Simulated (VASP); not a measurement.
Band structure of Ta (space group Fm-3m). These are PBEsol GGA, VASP's PBE PAW potentials (set 64) (plane waves; VASP) values and carry that method's errors.

Unless said otherwise, spin-orbit coupling is left out, though it shifts the bands of the heavy elements here.

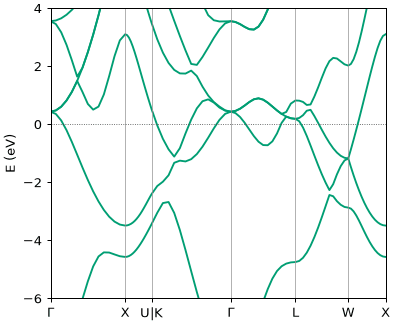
Bands along high-symmetry lines, zero at the valence-band maximum or, without a gap, the Fermi level

Read the plot: is there a gap, and where are the band edges?

It has no gap at this level: it comes out as a metal or semimetal. (Edges off the drawn lines would not show.)

The structure comes from a measured Ta entry (Fm-3m) of the Crystallography Open Database, whose conditions weren't checked. It was relaxed first.
